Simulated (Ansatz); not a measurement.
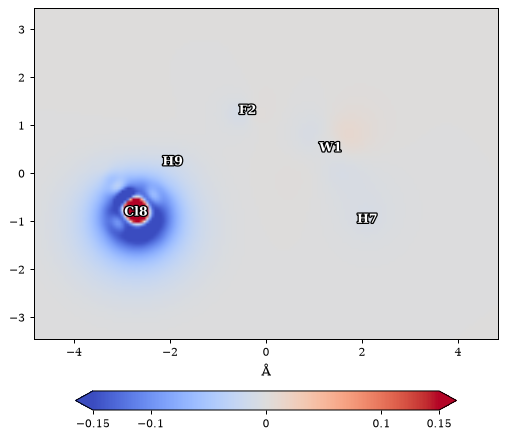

Figure 1: FH5W···HCl. The HOMO−1 on the plane of atoms F2, W1 and H7 (values in Å⁻³ᐟ²; the overall sign is arbitrary).

Core potentials replace the inner electrons of W.

Level of theory: Ansatz, RKS PBE0-D4/def2-SVP.

Input file:

```
crystal:
  periodic: [false, false, false]
  atoms:
    - { symbol: W, position_ang: [-0.433945, -0.442533, 0.336536] }
    - { symbol: F, position_ang: [0.006189, -0.031359, 2.113503] }
    - { symbol: H, position_ang: [1.100638, -0.040806, -0.062222] }
    - { symbol: H, position_ang: [-0.042608, 1.083777, -0.090771] }
    - { symbol: H, position_ang: [-1.685263, 0.352114, -0.481073] }
    - { symbol: H, position_ang: [0.301359, -1.705487, -0.52137] }
    - { symbol: H, position_ang: [-0.05025, -0.08425, -1.256247] }
    - { symbol: Cl, position_ang: [1.991172, 2.113032, 1.136829] }
    - { symbol: H, position_ang: [1.454709, 1.507811, 2.192614] }
basis:
  gaussian: { orbitals: def2-SVP }
hamiltonian:
  xc: pbe0
  dispersion: d4
relax:
  f_tol: 0.03
  max_steps: 50
output:
  orbitals: {}
```

Command:

```sh
ansatz run input.yaml --threads 2 --pin off --max-ram 3072MiB --backend cpu --events-out ev --progress --plain --runs-dir out
```

The fields are those of the run's last geometry, not of the input's.

### What is the character of this orbital?

Its weight (Hirshfeld) is mainly on Cl8 (about 95 %); largely a lone pair of Cl8. Its energy is −8.48 eV.
